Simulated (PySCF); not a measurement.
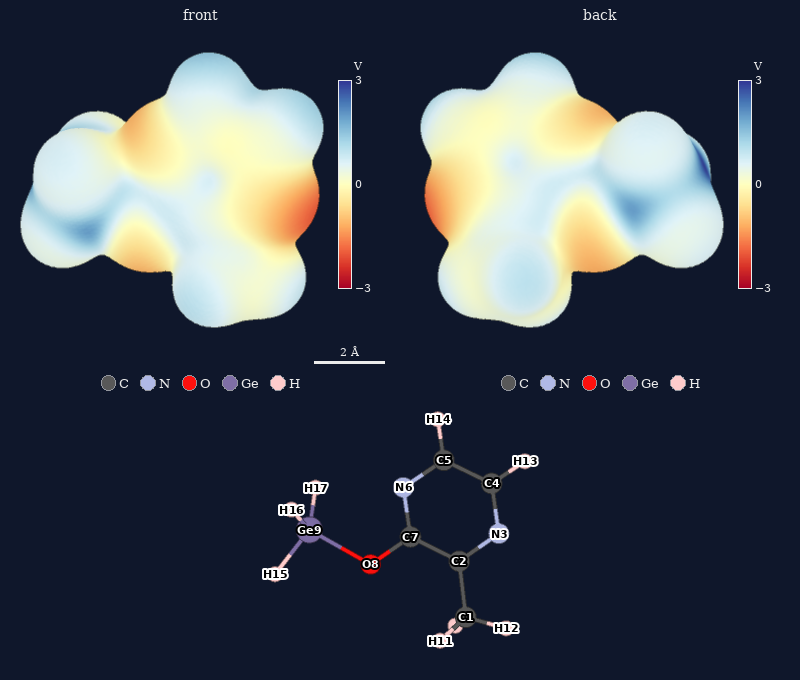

The picture shows: C₅H₈GeN₂O (SMILES Cc1nccnc1[O][GeH3]). The molecular electrostatic potential painted on the density surface at 0.004 e/bohr³, seen from the front and from behind; red is negative and blue positive. The bare structure is drawn below in the same view.

Geometry: PBE0-D3(BJ)/def2-SVP.

Level of theory: PySCF 2.14.0, CAM-B3LYP/def2-SVPD, SCF density, gas phase.

```xyz
17

C    -0.1529    2.4133   -0.3384
C    -0.6801    1.0613    0.0085
N    -1.9462    0.9112    0.3573
C    -2.3870   -0.3140    0.6646
C    -1.5461   -1.4151    0.6228
N    -0.2637   -1.2857    0.2725
C     0.1716   -0.0773   -0.0313
O     1.4423    0.0682   -0.3829
Ge    2.4634   -1.4552   -0.4095
H     0.2638    2.4225   -1.3577
H     0.6691    2.6981    0.3373
H    -0.9617    3.1503   -0.2633
H    -3.4387   -0.4155    0.9492
H    -1.9017   -2.4198    0.8722
H     3.8088   -0.8604   -0.8500
H     2.5393   -2.0455    1.0019
H     1.9045   -2.4261   -1.4543
```

Which sites attract a positive test charge, and which a negative one?

Answer. A positive charge is drawn to the negative regions and a negative charge to the positive ones. The most negative region (about −1.9 V) lies over N3, the most positive (about +2.5 V) over Ge9. N3 is the likeliest acceptor of a hydrogen bond.

How polar is the molecule by this calculation?

Answer. Its dipole moment is 1.66 D.
